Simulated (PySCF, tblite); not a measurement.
**C4H13FSi2: geometry, infrared bands and NMR shifts**

What infrared bands and NMR shifts should C4H13FSi2 (`CC[Si@@H](CF)C[SiH3]`) show?

Programs: tblite 0.8.0 and PySCF 2.14.0, with density-fitted response routines of our own. Each step states its level of theory. These are calculated values for one molecule in the gas phase, unless marked as measured. Atoms are numbered from 0 throughout.

### Step 1. Starting geometry

20 atoms, charge 0, multiplicity 1; geometry from: force field or distance geometry start.

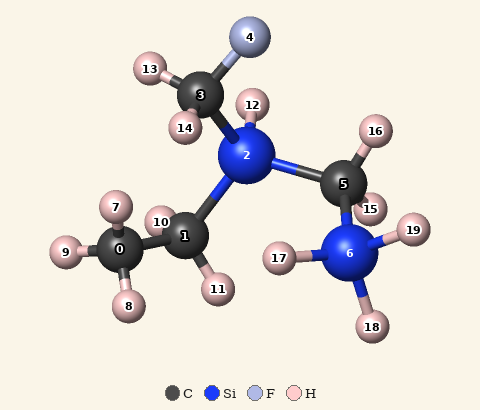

As it starts; carbon dark grey, silicon blue, fluorine light blue, hydrogen pink, atoms numbered.

### Step 2. Relaxing the molecule with GFN2-xTB

What the job is given:

```
{"job": {"kind": "relax", "xc": "GFN2-xTB", "basis": "xTB"}, "charge": 0, "multiplicity": 1}
C     -1.903200    -1.270500     0.344000
C     -1.158900    -0.827800    -0.899400
Si    -0.207200     0.751400    -0.636500
C     -0.739100     1.657900     0.916700
F      0.007900     2.811800     0.995400
C      1.615600     0.554500    -0.772900
Si     2.342100    -0.640000     0.441600
H     -1.838500    -0.549800     1.182300
H     -1.455800    -2.238100     0.667700
H     -2.967900    -1.483000     0.070300
H     -1.907100    -0.664600    -1.705700
H     -0.509000    -1.662800    -1.271100
H     -0.623600     1.655900    -1.737300
H     -1.794100     1.965500     0.768600
H     -0.615200     1.034600     1.822000
H      1.859500     0.194900    -1.779600
H      2.086500     1.564700    -0.615100
H      1.439400    -0.951200     1.552800
H      2.756500    -1.849000    -0.296000
H      3.607000    -0.043700     0.949100
```

Started as:

```
$ OMP_NUM_THREADS=1 python probes_run.py task.json out
```

This one command runs all jobs of the session in turn.

Output:

```text
step      E/eV     max force
  0    -635.03041    1.718
  1    -635.21702    0.909
  2    -635.28918    0.636
  3    -635.34034    0.621
  4    -635.38433    0.433
  5    -635.40344    0.303
  6    -635.41709    0.229
  7    -635.42639    0.201
  8    -635.43372    0.186
  9    -635.43903    0.128
 10    -635.44254    0.113
 11    -635.44490    0.104
 12    -635.44691    0.112
 13    -635.44861    0.095
 14    -635.44996    0.083
 15    -635.45109    0.084
 16    -635.45220    0.088
 17    -635.45338    0.088
 18    -635.45454    0.076
 19    -635.45560    0.074
 20    -635.45663    0.082
 21    -635.45782    0.089
 22    -635.45923    0.098
 23    -635.46064    0.079
 24    -635.46188    0.086
 25    -635.46316    0.098
 26    -635.46485    0.166
 27    -635.46722    0.196
 28    -635.47023    0.163
 29    -635.47378    0.146
 30    -635.47805    0.180
 31    -635.48329    0.266
 32    -635.48932    0.272
 33    -635.49440    0.165
 34    -635.49797    0.133
 35    -635.50104    0.149
 36    -635.49960    0.389
 37    -635.50769    0.256
 38    -635.51153    0.181
 39    -635.52275    0.286
 40    -635.52622    0.281
 41    -635.53077    0.212
 42    -635.53736    0.178
 43    -635.54017    0.178
 44    -635.54529    0.189
 45    -635.55403    0.191
 46    -635.56009    0.194
 47    -635.56717    0.167
 48    -635.57386    0.198
 49    -635.57829    0.182
 50    -635.58038    0.242
 51    -635.58417    0.127
 52    -635.58705    0.142
 53    -635.59087    0.160
 54    -635.59600    0.145
 55    -635.60056    0.131
 56    -635.60386    0.107
 57    -635.60657    0.093
 58    -635.60916    0.112
 59    -635.61121    0.082
 60    -635.61235    0.068
 61    -635.61299    0.062
 62    -635.61360    0.059
 63    -635.61429    0.059
 64    -635.61493    0.055
 65    -635.61541    0.044
 66    -635.61583    0.048
 67    -635.61632    0.056
 68    -635.61690    0.053
 69    -635.61753    0.058
 70    -635.61823    0.069
 71    -635.61903    0.067
 72    -635.61993    0.061
 73    -635.62090    0.064
 74    -635.62191    0.072
 75    -635.62308    0.074
 76    -635.62453    0.073
 77    -635.62615    0.073
 78    -635.62769    0.073
 79    -635.62888    0.072
 80    -635.62996    0.092
 81    -635.63100    0.081
 82    -635.63262    0.067
 83    -635.63358    0.089
 84    -635.63504    0.101
 85    -635.63641    0.098
 86    -635.63792    0.079
 87    -635.63929    0.073
 88    -635.64013    0.178
 89    -635.64196    0.090
 90    -635.64322    0.047
 91    -635.64430    0.055
 92    -635.64465    0.043
 93    -635.64508    0.040
 94    -635.64539    0.040
 95    -635.64574    0.039
 96    -635.64601    0.036
 97    -635.64627    0.035
 98    -635.64650    0.049
 99    -635.64671    0.048
100    -635.64688    0.044
101    -635.64699    0.024
102    -635.64708    0.020
103    -635.64718    0.028
104    -635.64730    0.030
105    -635.64742    0.024
106    -635.64750    0.015
107    -635.64755    0.016
108    -635.64760    0.020
109    -635.64767    0.026
110    -635.64777    0.024
111    -635.64788    0.028
112    -635.64801    0.032
113    -635.64815    0.027
114    -635.64829    0.027
115    -635.64841    0.025
116    -635.64852    0.022
117    -635.64861    0.023
118    -635.64868    0.021
119    -635.64873    0.017
120    -635.64877    0.012
121    -635.64879    0.012
122    -635.64882    0.014
123    -635.64885    0.019
124    -635.64889    0.018
125    -635.64892    0.013
126    -635.64896    0.016
127    -635.64900    0.015
128    -635.64903    0.019
129    -635.64907    0.015
130    -635.64909    0.010
```

Run time: 1.1 s. Hardware: 1 thread of Arm Neoverse V1, shared host.

Relaxation path: (not every step is listed)

```tsv
step	energy from step 0 (eV)	largest force (eV/Å)
0	0.0000	1.7183
1	-0.1866	0.9093
2	-0.2588	0.6356
3	-0.3099	0.6208
4	-0.3539	0.4327
5	-0.3730	0.3027
6	-0.3867	0.2289
7	-0.3960	0.2008
8	-0.4033	0.1859
19	-0.4252	0.0744
30	-0.4476	0.1796
41	-0.5004	0.2124
52	-0.5566	0.1424
63	-0.5839	0.0591
74	-0.5915	0.0719
85	-0.6060	0.0979
96	-0.6156	0.0361
107	-0.6171	0.0161
118	-0.6183	0.0212
125	-0.6185	0.0131
126	-0.6186	0.0162
127	-0.6186	0.0151
128	-0.6186	0.0192
129	-0.6187	0.0154
130	-0.6187	0.0097
```

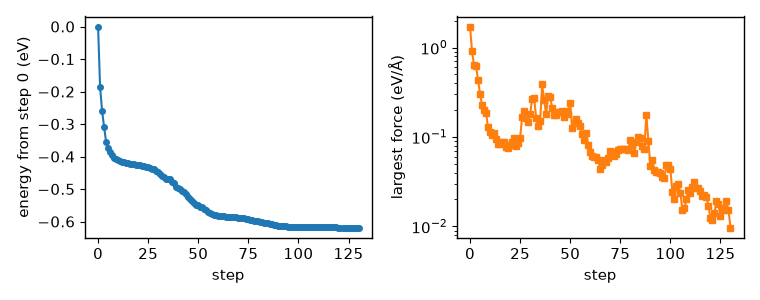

Energy and force, step by step.

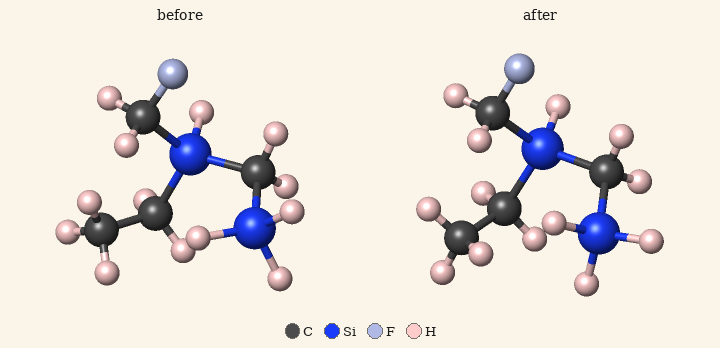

The geometry before (left) and after (right).

Close pairs (by a distance rule), those that changed most:

```tsv
bond	before (Å)	after (Å)	change (Å)
Si2–C5	1.838	1.902	+0.063
C5–Si6	1.852	1.904	+0.052
Si2–C3	1.875	1.923	+0.047
C1–Si2	1.862	1.909	+0.047
C5–H16	1.126	1.091	-0.035
C1–H11	1.121	1.090	-0.031
C0–H9	1.120	1.089	-0.031
C0–H8	1.114	1.087	-0.027
```

The next job starts from the end point, and lists it.

### Step 3. Vibrational analysis with GFN2-xTB

What the job is given:

```
{"job": {"kind": "ir", "xc": "GFN2-xTB", "basis": "xTB"}, "charge": 0, "multiplicity": 1}
C     -1.633565    -1.419482     0.303818
C     -1.265767    -0.723163    -1.003665
Si    -0.252561     0.880332    -0.787637
C     -0.810575     1.749955     0.833982
F     -0.106782     2.930516     0.992739
C      1.621909     0.579994    -0.672972
Si     2.236677    -0.767919     0.522326
H     -2.271338    -0.780874     0.910477
H     -0.743070    -1.661449     0.878954
H     -2.172381    -2.345132     0.107425
H     -2.183989    -0.502447    -1.549512
H     -0.702230    -1.417336    -1.627882
H     -0.555340     1.806221    -1.894430
H     -1.867421     2.027101     0.832775
H     -0.607356     1.155789     1.728046
H      1.995824     0.344675    -1.669748
H      2.091596     1.523052    -0.391170
H      1.740852    -0.523615     1.879377
H      1.778033    -2.083980     0.065735
H      3.702335    -0.761559     0.538328
```

Output:

```text
mode    cm-1     km/mol
  1      37.5      1.95
  2      65.3      0.21
  3      74.7      3.51
  4     116.6      1.33
  5     118.0      1.32
  6     138.7      1.45
  7     170.6      0.05
  8     203.3      0.49
  9     251.3      2.05
 10     272.6      9.02
 11     345.7     15.35
 12     490.3     24.73
 13     510.6     32.92
 14     590.0     19.79
 15     615.1     48.51
 16     638.5     29.74
 17     686.7     32.05
 18     698.7     36.02
 19     728.6     66.48
 20     751.0    126.51
 21     767.6    206.78
 22     792.8    289.52
 23     800.0    353.34
 24     803.9    299.18
 25     834.7     97.20
 26     984.0     16.56
 27    1017.1     28.16
 28    1025.4     30.75
 29    1032.0      2.16
 30    1077.6      9.65
 31    1141.3     87.09
 32    1209.1     20.85
 33    1245.0      5.41
 34    1278.2      1.22
 35    1297.1      3.79
 36    1416.5      0.79
 37    1446.0      2.50
 38    1448.1      0.93
 39    1487.8      1.88
 40    1509.6      1.24
 41    1512.5      1.57
 42    2174.5    346.00
 43    2234.1    384.77
 44    2242.0    428.49
 45    2249.6    129.66
 46    2953.0     44.03
 47    2958.7     24.10
 48    2973.9     29.05
 49    2976.5     42.98
 50    2982.1     24.71
 51    2992.3     24.14
 52    3016.4     49.63
 53    3033.8     54.46
 54    3038.0     24.30
```

It took 0.84 s on 1 thread of Arm Neoverse V1, shared host.

Which atoms move in the most intense modes:

```tsv
cm⁻¹	km/mol	atoms
768	206.8	H13 15 %, H12 14 %, C3 11 %, H14 11 %
793	289.5	H17 50 %, H18 32 %
800	353.3	H19 34 %, H17 31 %, Si6 14 %
804	299.2	H18 45 %, H19 44 %
2174	346.0	H12 97 %
2234	384.8	H18 87 %
2242	428.5	H17 58 %, H19 36 %
2250	129.7	H19 52 %, H17 38 %
```

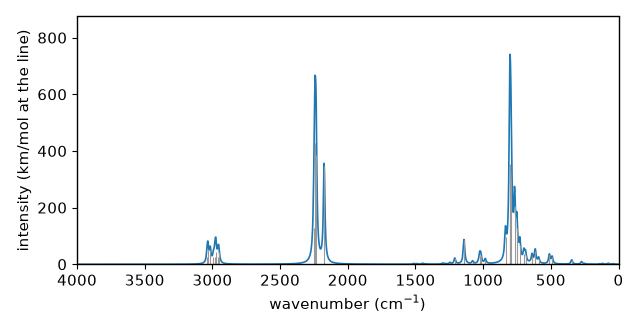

The infrared spectrum from these modes, unscaled. Lines are broadened to a width of 14 cm⁻¹ (Lorentzian).

### Step 4. Nuclear shieldings: PBE0/pcSseg-1

Same as in step 3 but for these lines:

```diff
@@ -1,2 +1,2 @@
-{"job": {"kind": "ir", "xc": "GFN2-xTB", "basis": "xTB"}, "charge": 0, "multiplicity": 1}
+{"job": {"kind": "nmr", "xc": "PBE0", "basis": "pcSseg-1"}, "charge": 0, "multiplicity": 1}
 C     -1.633565    -1.419482     0.303818
```

With the program's defaults for keys left out, this is: GIAO PBE0/pcSseg-1 NMR shielding, non-relativistic, gas phase.

Output:

```text
coarse grid: 16744 points
cycle   1  E = -838.3694067545  dE =  2.291e-01  |g| = 5.892e-01  |ddm| = 3.791e+00
cycle   2  E = -838.3338080582  dE =  3.560e-02  |g| = 7.460e-01  |ddm| = 9.662e-01
cycle   3  E = -838.4417980631  dE = -1.080e-01  |g| = 6.314e-02  |ddm| = 5.547e-01
cycle   4  E = -838.4423547698  dE = -5.567e-04  |g| = 3.041e-02  |ddm| = 5.618e-02
cycle   5  E = -838.4425456674  dE = -1.909e-04  |g| = 5.340e-03  |ddm| = 2.473e-02
cycle   6  E = -838.4425515963  dE = -5.929e-06  |g| = 1.731e-03  |ddm| = 6.429e-03
final grid: 150128 points
cycle   7  E = -838.4893593674  dE = -3.744e-05  |g| = 9.788e-03  |ddm| = 2.669e-02
cycle   8  E = -838.4893443987  dE =  1.497e-05  |g| = 1.291e-02  |ddm| = 1.753e-02
cycle   9  E = -838.4893821175  dE = -3.772e-05  |g| = 8.426e-04  |ddm| = 9.934e-03
cycle  10  E = -838.4893822161  dE = -9.858e-08  |g| = 2.801e-04  |ddm| = 7.176e-04
cycle  11  E = -838.4893822283  dE = -1.228e-08  |g| = 4.700e-05  |ddm| = 1.918e-04
cycle  12  E = -838.4893822288  dE = -4.106e-10  |g| = 2.015e-05  |ddm| = 5.602e-05
converged SCF energy = -838.4893822288

GIAO shielding tensors (ppm)
atom      isotropic    diamagn.    paramagn.     s11        s22        s33       span
  0 C      175.782     248.748     -72.967    170.711    171.573    185.060     14.348
  1 C      180.513     254.348     -73.834    176.740    179.142    185.657      8.917
  2 Si     368.789     880.953    -512.163    341.032    379.944    385.393     44.361
  3 C      109.535     250.507    -140.972     60.085     83.484    185.036    124.952
  4 F      484.997     472.059      12.938    432.570    481.983    540.436    107.866
  5 C      199.683     257.561     -57.878    193.037    199.842    206.171     13.134
  6 Si     426.576     879.933    -453.357    403.378    411.921    464.429     61.051
  7 H       31.197      31.565      -0.368     26.426     30.415     36.749     10.323
  8 H       30.784      32.739      -1.955     25.641     30.954     35.757     10.116
  9 H       30.407      29.095       1.312     25.287     27.427     38.507     13.220
 10 H       30.910      31.140      -0.229     25.779     28.816     38.136     12.357
 11 H       30.961      32.901      -1.940     27.321     28.950     36.613      9.292
 12 H       27.033      29.808      -2.774     23.717     24.711     32.672      8.955
 13 H       26.796      30.290      -3.494     21.938     27.697     30.752      8.815
 14 H       26.664      32.289      -5.625     22.260     27.141     30.592      8.332
 15 H       31.921      31.202       0.719     26.593     28.852     40.318     13.724
 16 H       31.442      31.101       0.341     26.018     28.875     39.432     13.414
 17 H       27.570      30.113      -2.543     24.065     26.628     32.017      7.952
 18 H       27.698      30.167      -2.469     23.903     26.987     32.202      8.300
 19 H       27.562      28.632      -1.071     23.755     25.073     33.857     10.102
```

It took 42 s on 1 thread of Arm Neoverse V1, shared host; peak memory 0.89 GiB.

The references, computed at this level on geometries of the same kind, shield at (ppm): ¹H TMS 31.72, ¹³C TMS 186.9, ²⁹Si TMS 349.2, ¹⁹F CFCl3 170.9. Their shielding less the atom's gives the shift. The references are single molecules in the gas phase, so shifts against H2O, NH3, PH3, H3PO4 or CFCl3 are not on the usual liquid scales and can be off by tens of ppm. Atoms listed in one row are averaged.

```tsv
atoms	environment	σ (ppm)	δ (ppm)	δ scaled to CDCl3
C3	sp3 CH2 bonded to F and Si	109.5	77.4	73.6
C0	methyl carbon	175.8	11.1	9.0
C1	sp3 CH2 bonded to Si	180.5	6.4	4.3
C5	sp3 CH2 bonded to 2 Si	199.7	-12.8	-14.4
H14	hydrogen on an sp3 CH2 bonded to F and Si	26.66	5.05	4.87
H13	hydrogen on an sp3 CH2 bonded to F and Si	26.80	4.92	4.75
H12	hydrogen on a silicon bonded to 3 C	27.03	4.68	–
H17, H18, H19	hydrogen on a silicon bonded to C	27.61	4.11	–
H7, H8, H9	hydrogen on a methyl carbon	30.80	0.92	0.97
H10	hydrogen on an sp3 CH2 bonded to Si	30.91	0.81	0.87
H11	hydrogen on an sp3 CH2 bonded to Si	30.96	0.76	0.82
H16	hydrogen on an sp3 CH2 bonded to 2 Si	31.44	0.28	0.36
H15	hydrogen on an sp3 CH2 bonded to 2 Si	31.92	-0.20	-0.09
Si2	silicon bonded to 3 C, H	368.8	-19.6	–
Si6	silicon bonded to C, 3 H	426.6	-77.4	–
F4	fluorine on an sp3 carbon	485.0	-314.1	–
```

The scaled column applies a straight-line fit of computed shieldings to shifts measured in CDCl3, and one for carbons that bear F (root-mean-square error 0.16 ppm for H, 1.9 ppm for C).

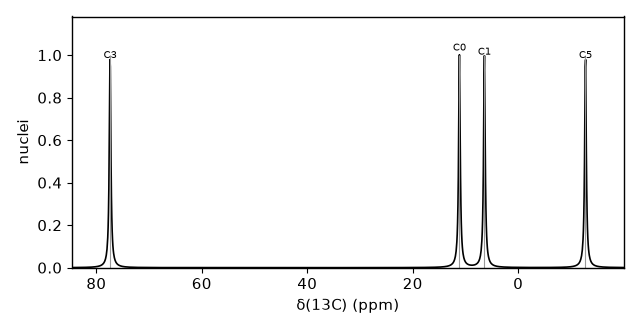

¹³C lines at the computed shifts, without couplings. Lines are broadened to a width of 0.36 ppm (Lorentzian).

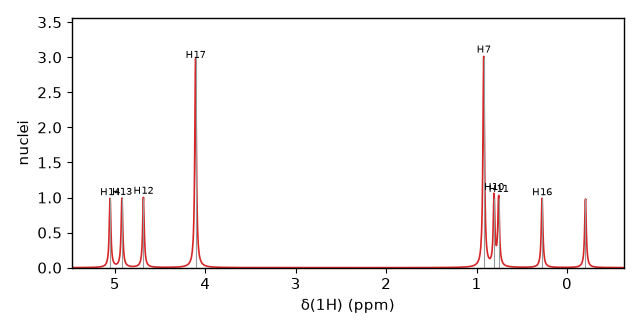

¹H lines at the computed shifts, without couplings. Lines are broadened to a width of 0.02 ppm (Lorentzian).

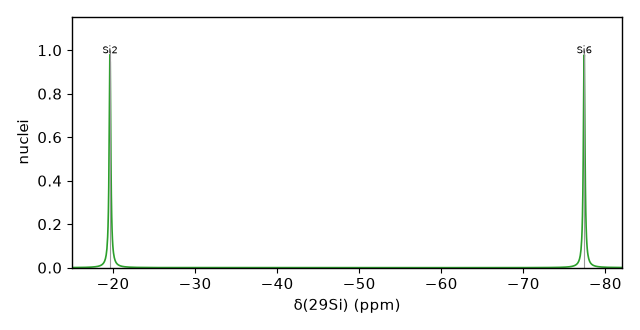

²⁹Si lines at the computed shifts, without couplings. Lines are broadened to a width of 0.23 ppm (Lorentzian).

The run also stored atomic charges by several schemes (e):

```tsv
atoms	Mulliken	IAO	Hirshfeld	ESP fit
C0	-0.30	-0.40	-0.12	-0.04
C1	-0.59	-0.54	-0.16	-0.16
Si2	0.79	0.90	0.37	0.42
C3	-0.13	-0.24	-0.07	0.05
F4	-0.35	-0.33	-0.13	-0.27
C5	-0.85	-0.82	-0.25	-0.38
Si6	0.46	0.60	0.31	0.39
```

Hirshfeld charges:

C0 -0.12; C1 -0.16; Si2 0.37; C3 -0.07; F4 -0.13; C5 -0.25; Si6 0.31; H7 0.04; H8 0.04; H9 0.04; H10 0.04; H11 0.04; H12 -0.08; H13 0.04; H14 0.04; H15 0.04; H16 0.04; H17 -0.08; H18 -0.08; H19 -0.08

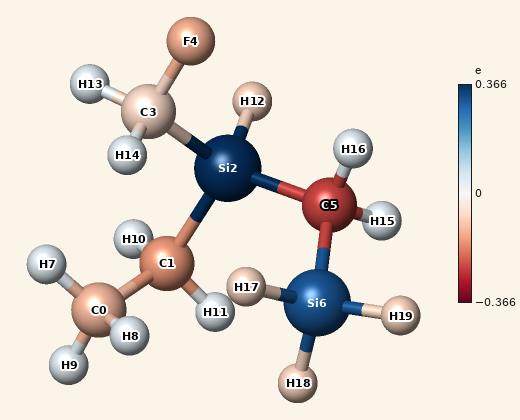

Hirshfeld charges, as colours on the atoms.

Mayer bond orders: C0–C1 1.05, C1–Si2 0.89, Si2–C3 0.91, C3–F4 0.84, Si2–C5 0.93, C5–Si6 0.92.

Orbitals, density, ELF and potential are computed afterwards from the orbital file.

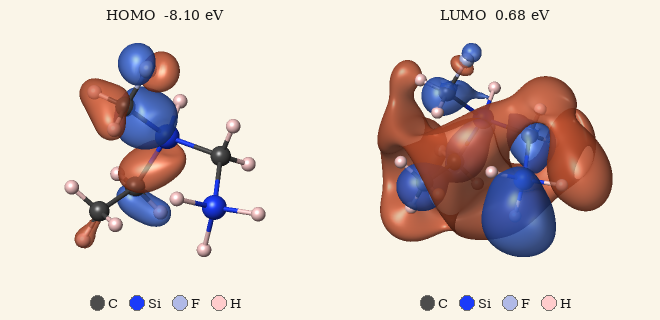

Frontier orbitals at PBE0/pcSseg-1; each surface holds 70 % of the orbital's density, blue and red mark the sign.

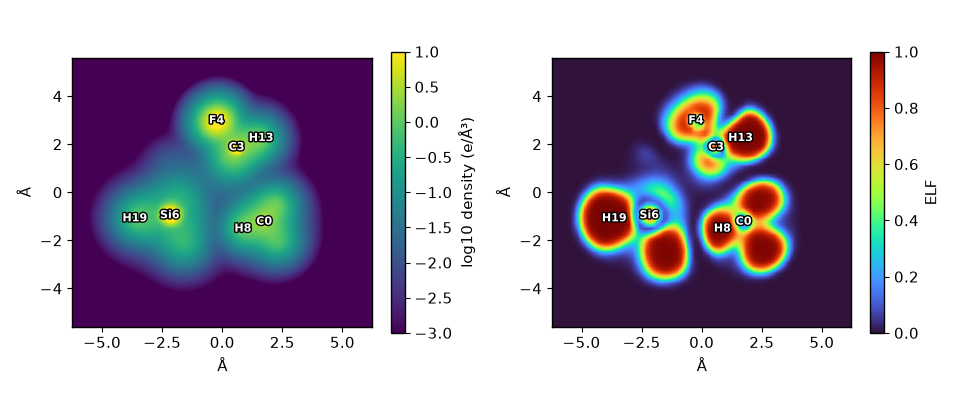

Density (left) and ELF (right) in a plane through or near 7 of the atoms.

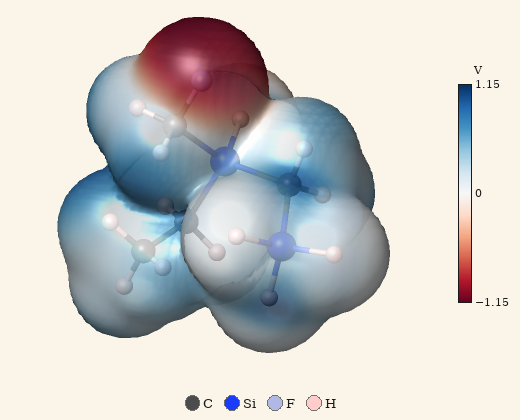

Electrostatic potential on the surface of density 0.002 e/bohr³; red is low, blue high. It runs from -1.15 V near F4 to 0.96 V near H13.

### Step 5. What came out

| quantity | value |
| --- | --- |
| strongest single infrared mode (GFN2-xTB) | 2242 cm⁻¹, 428 km/mol |
| zero-point energy (GFN2-xTB) | 96.4 kcal/mol |
| ¹³C shifts against TMS (PBE0/pcSseg-1) | 77.4, 11.1, 6.4, -12.8 ppm |
| ¹H shifts against TMS (PBE0/pcSseg-1, means over atoms taken as alike) | 5.05, 4.92, 4.68, 4.11, 0.92, 0.81, 0.76, 0.28, -0.20 ppm |
| ²⁹Si shifts against TMS (PBE0/pcSseg-1) | -19.6, -77.4 ppm |
| ¹⁹F shifts against CFCl3 (PBE0/pcSseg-1) | -314.1 ppm |
| surface potential, least and greatest | -1.15 V and 0.96 V |

In words: Over 130 steps the energy fell by 0.619 eV; of the close pairs, Si2–C5 changed most, 1.838 to 1.902 Å. All 54 modes are real, so the xTB geometry is a minimum. The strongest single mode, at 2242 cm⁻¹, moves mainly H17 and H19. Unscaled tight-binding wavenumbers are off by several per cent, some by more. Its intensities can rank the bands wrongly. C3 (sp3 CH2 bonded to F and Si) lies farthest downfield among carbon, at 77.4 ppm; deshielded by the electronegative neighbour. At PBE0/pcSseg-1: The largest span, 125 ppm, is at C3, where the paramagnetic term is -141 ppm.
